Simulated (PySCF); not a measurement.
**Two runs on C9H16P**

System: C9H16P, charge +1.
Method of run A: GIAO PBE0/pcSseg-1 NMR shielding, non-relativistic, IEF-PCM dichloromethane (PySCF 2.14.0).

The geometry comes from this level: PBE0-D3(BJ)/def2-SVP. Text and figures count atoms from 1; the logs count them from 0 in places.

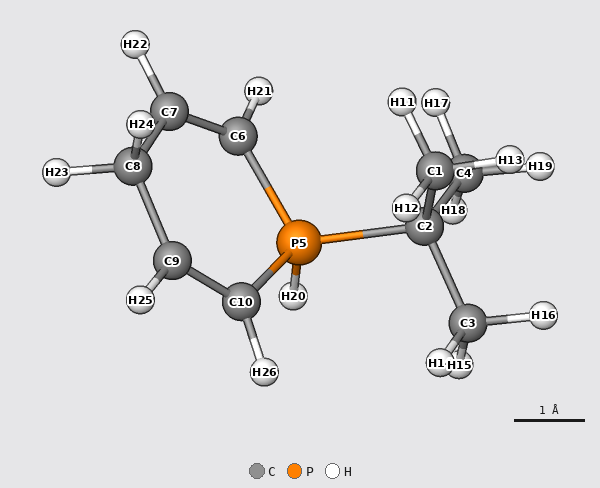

Figure 1. The structure (ball-and-stick view, seen at a tilt; atoms are numbered from 1 in the order of the input).

### Input, run A
```
{"job": {"kind": "nmr", "xc": "PBE0", "basis": "pcSseg-1", "solvent": "dichloromethane", "pop": false}, "charge": 1, "multiplicity": 1}
C     -1.286253     0.803410     1.142200
C     -1.429955    -0.259133     0.053055
C     -2.339785     0.216678    -1.082144
C     -1.917312    -1.591003     0.629212
P      0.238084    -0.555359    -0.672014
C      1.414360    -1.170418     0.507969
C      2.527016    -0.478761     0.798459
C      2.958122     0.812715     0.198812
C      2.124524     1.394488    -0.887595
C      0.968691     0.907706    -1.365055
H     -0.606012     0.480605     1.945032
H     -0.926529     1.762068     0.739542
H     -2.272805     0.981190     1.596724
H     -2.005247     1.171861    -1.514334
H     -2.426869    -0.528034    -1.888511
H     -3.350567     0.380795    -0.678053
H     -1.295910    -1.933838     1.469957
H     -1.960098    -2.387167    -0.130649
H     -2.939412    -1.454601     1.014826
H      0.044877    -1.517627    -1.692529
H      1.201740    -2.124846     0.997015
H      3.206042    -0.899317     1.548875
H      3.994744     0.701078    -0.172409
H      3.067688     1.563143     1.006097
H      2.515009     2.313365    -1.339537
H      0.442830     1.408430    -2.182442
```

The first line tells a small driver script what to run in PySCF; the rest is the geometry in Å.

Launched with:
```bash
OMP_NUM_THREADS=1 python <driver script> task.json out
```

Hardware: 1 CPU thread, shared host.

### Output (run A)
```
coarse grid: 21320 points
cycle   1  E = -693.0220521572  dE =  1.375e+00  |g| = 4.618e-01  |ddm| = 4.540e+00
cycle   2  E = -693.0207993017  dE =  1.253e-03  |g| = 4.714e-01  |ddm| = 8.442e-01
cycle   3  E = -693.0763150751  dE = -5.552e-02  |g| = 3.385e-02  |ddm| = 4.594e-01
cycle   4  E = -693.0764140533  dE = -9.898e-05  |g| = 2.776e-02  |ddm| = 4.666e-02
cycle   5  E = -693.0765982423  dE = -1.842e-04  |g| = 5.884e-03  |ddm| = 2.359e-02
cycle   6  E = -693.0766069648  dE = -8.722e-06  |g| = 1.448e-03  |ddm| = 6.452e-03
final grid: 198752 points
cycle   7  E = -693.1389880155  dE = -5.678e-05  |g| = 1.094e-02  |ddm| = 4.409e-02
cycle   8  E = -693.1389784874  dE =  9.528e-06  |g| = 1.265e-02  |ddm| = 2.065e-02
cycle   9  E = -693.1390196282  dE = -4.114e-05  |g| = 9.435e-04  |ddm| = 1.124e-02
cycle  10  E = -693.1390198310  dE = -2.029e-07  |g| = 3.013e-04  |ddm| = 1.163e-03
cycle  11  E = -693.1390198529  dE = -2.187e-08  |g| = 8.102e-05  |ddm| = 3.323e-04
cycle  12  E = -693.1390198542  dE = -1.263e-09  |g| = 4.152e-05  |ddm| = 1.016e-04
cycle  13  E = -693.1390198546  dE = -4.425e-10  |g| = 4.898e-06  |ddm| = 3.591e-05
converged SCF energy = -693.1390198546

GIAO shielding tensors (ppm)
atom      isotropic    diamagn.    paramagn.     s11        s22        s33       span
  0 C      161.663     250.215     -88.552    146.318    154.793    183.879     37.562
  1 C      148.508     255.361    -106.853    142.746    142.864    159.915     17.169
  2 C      159.989     248.629     -88.640    144.698    149.251    186.018     41.320
  3 C      160.042     248.790     -88.748    144.812    149.497    185.818     41.006
  4 P      349.419     971.160    -621.741    296.062    319.383    432.812    136.749
  5 C       78.857     266.154    -187.297    -28.077     91.003    173.645    201.722
  6 C       16.996     254.497    -237.501   -114.652     -2.275    167.915    282.566
  7 C      149.544     251.432    -101.888    117.324    160.175    171.135     53.811
  8 C       17.024     254.517    -237.493   -114.619     -2.222    167.912    282.531
  9 C       78.841     266.180    -187.338    -28.104     90.844    173.785    201.890
 10 H       30.109      32.993      -2.883     25.661     28.866     35.801     10.140
 11 H       30.110      32.960      -2.851     25.687     28.776     35.866     10.179
 12 H       29.907      31.695      -1.788     25.782     27.356     36.583     10.800
 13 H       29.779      31.372      -1.593     24.753     28.430     36.154     11.401
 14 H       29.921      30.657      -0.736     25.979     27.053     36.733     10.754
 15 H       29.781      30.203      -0.421     25.634     27.142     36.569     10.935
 16 H       29.802      31.451      -1.649     24.859     28.390     36.157     11.298
 17 H       29.911      30.728      -0.817     26.000     27.034     36.700     10.700
 18 H       29.779      30.251      -0.472     25.607     27.173     36.557     10.950
 19 H       24.677      30.707      -6.030     20.966     22.716     30.350      9.385
 20 H       24.894      31.769      -6.875     21.096     25.914     27.672      6.576
 21 H       23.493      28.287      -4.794     21.250     22.522     26.709      5.459
 22 H       27.623      24.625       2.998     23.397     25.450     34.023     10.626
 23 H       27.680      27.768      -0.088     24.765     24.962     33.312      8.547
 24 H       23.493      28.296      -4.803     21.249     22.527     26.704      5.455
 25 H       24.886      31.778      -6.892     21.085     25.932     27.641      6.556
```

For run B the input was changed thus:
```diff
-"solvent": "dichloromethane"
-"pop": false
+"solvent": "benzene"
+"pop": true
```

Predict how the results change.

The total energy of run B is 16.4 kcal/mol higher: the change of the electrostatic solvation energy at this fixed geometry, without cavity or dispersion terms. The HOMO goes from −8.51 to −9.81 eV. The LUMO goes from −1.55 to −2.87 eV. Of all shieldings, the largest change is that of C6 and C10, by +0.7 ppm. The number of SCF iterations is the same.

### Output (run B)
```
coarse grid: 21320 points
cycle   1  E = -692.9945717956  dE =  1.402e+00  |g| = 4.668e-01  |ddm| = 4.541e+00
cycle   2  E = -692.9908300541  dE =  3.742e-03  |g| = 4.858e-01  |ddm| = 9.097e-01
cycle   3  E = -693.0500668939  dE = -5.924e-02  |g| = 4.237e-02  |ddm| = 5.012e-01
cycle   4  E = -693.0501747274  dE = -1.078e-04  |g| = 3.719e-02  |ddm| = 6.279e-02
cycle   5  E = -693.0505225552  dE = -3.478e-04  |g| = 6.263e-03  |ddm| = 3.272e-02
cycle   6  E = -693.0505322495  dE = -9.694e-06  |g| = 1.707e-03  |ddm| = 7.502e-03
final grid: 198752 points
cycle   7  E = -693.1129173342  dE = -5.595e-05  |g| = 1.116e-02  |ddm| = 4.433e-02
cycle   8  E = -693.1129056518  dE =  1.168e-05  |g| = 1.316e-02  |ddm| = 2.156e-02
cycle   9  E = -693.1129501003  dE = -4.445e-05  |g| = 1.003e-03  |ddm| = 1.203e-02
cycle  10  E = -693.1129503301  dE = -2.298e-07  |g| = 3.090e-04  |ddm| = 1.263e-03
cycle  11  E = -693.1129503526  dE = -2.254e-08  |g| = 9.085e-05  |ddm| = 3.687e-04
cycle  12  E = -693.1129503542  dE = -1.653e-09  |g| = 4.609e-05  |ddm| = 1.211e-04
cycle  13  E = -693.1129503548  dE = -5.475e-10  |g| = 6.355e-06  |ddm| = 4.168e-05
converged SCF energy = -693.1129503548

GIAO shielding tensors (ppm)
atom      isotropic    diamagn.    paramagn.     s11        s22        s33       span
  0 C      161.566     250.195     -88.628    146.123    154.971    183.606     37.483
  1 C      147.986     255.829    -107.843    141.610    142.237    160.113     18.503
  2 C      159.772     248.708     -88.936    144.382    149.265    185.669     41.288
  3 C      159.828     248.876     -89.048    144.486    149.543    185.455     40.969
  4 P      349.114     971.305    -622.191    296.481    317.252    433.607    137.126
  5 C       79.531     266.334    -186.803    -27.108     91.993    173.709    200.817
  6 C       16.713     254.530    -237.816   -114.999     -3.144    168.284    283.282
  7 C      149.650     251.665    -102.014    117.434    160.168    171.348     53.914
  8 C       16.730     254.541    -237.810   -114.977     -3.123    168.291    283.268
  9 C       79.537     266.374    -186.837    -27.105     91.863    173.852    200.957
 10 H       30.129      32.984      -2.855     25.687     28.862     35.838     10.151
 11 H       30.123      32.946      -2.823     25.706     28.765     35.899     10.193
 12 H       29.792      31.610      -1.819     25.644     27.198     36.534     10.890
 13 H       29.813      31.384      -1.571     24.806     28.443     36.191     11.385
 14 H       29.965      30.680      -0.715     26.030     27.071     36.793     10.763
 15 H       29.645      30.087      -0.442     25.476     26.963     36.496     11.019
 16 H       29.828      31.457      -1.629     24.903     28.393     36.187     11.284
 17 H       29.964      30.757      -0.793     26.064     27.059     36.768     10.705
 18 H       29.643      30.138      -0.495     25.449     26.995     36.485     11.035
 19 H       24.850      31.002      -6.152     21.199     22.868     30.483      9.284
 20 H       24.963      31.773      -6.810     21.149     25.994     27.746      6.597
 21 H       23.484      28.228      -4.744     21.227     22.521     26.703      5.476
 22 H       27.611      24.610       3.001     23.391     25.414     34.026     10.635
 23 H       27.701      27.814      -0.113     24.779     24.971     33.352      8.572
 24 H       23.482      28.234      -4.752     21.225     22.525     26.697      5.473
 25 H       24.957      31.785      -6.827     21.140     26.013     27.718      6.578
```

### The two runs side by side

```csv
quantity,run A,run B
outcome,converged,converged
total energy (hartree),−693.139020,−693.112950
HOMO (eV),−8.51,−9.81
LUMO (eV),−1.55,−2.87
shielding of C2 (ppm),148.5,148.0
shielding of C3 (ppm),160.0,159.8
shielding of P5 (ppm),349.4,349.1
shielding of C6 (ppm),78.9,79.5
shielding of C7 (ppm),17.0,16.7
shielding of C9 (ppm),17.0,16.7
shielding of C10 (ppm),78.8,79.5
SCF iterations,13,13
basis functions,257,257
wall time (shared host),73 s,76 s
```
